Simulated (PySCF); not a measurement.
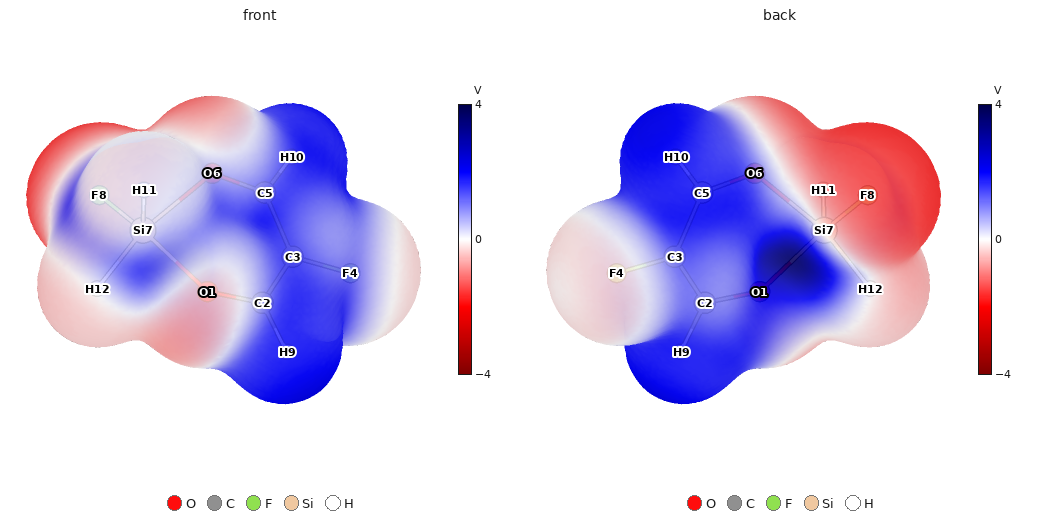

*C3H4F2O2Si. The electrostatic potential painted on the density surface at 0.004 e/bohr³, seen from the front and from behind; the colour scale runs from red (negative) to blue (positive).*

Geometry: GFN2-xTB.

Level of theory: PBE0/pcSseg-1, SCF density, gas phase, non-relativistic in PySCF 2.14.0.

```yaml
atoms:
  - { symbol: O, position_ang: [0.3122, -1.3192, -0.0793] }
  - { symbol: C, position_ang: [1.3466, -0.5970, -0.1847] }
  - { symbol: C, position_ang: [1.3469, 0.7629, 0.0429] }
  - { symbol: F, position_ang: [2.4891, 1.4693, -0.1229] }
  - { symbol: C, position_ang: [0.1937, 1.4190, 0.4735] }
  - { symbol: O, position_ang: [-0.8875, 0.8308, 0.6697] }
  - { symbol: Si, position_ang: [-1.4205, -0.8819, -0.0586] }
  - { symbol: F, position_ang: [-2.5165, 0.0763, -0.7972] }
  - { symbol: H, position_ang: [2.2764, -1.0919, -0.4734] }
  - { symbol: H, position_ang: [0.2492, 2.4935, 0.6778] }
  - { symbol: H, position_ang: [-1.8498, -1.3008, 1.2543] }
  - { symbol: H, position_ang: [-1.5446, -1.9091, -1.1005] }
```

Question: Where is the surface potential most negative and most positive?

Answer: The most negative region (about −1.6 V) lies over F8, the most positive (about +3.2 V) over Si7.
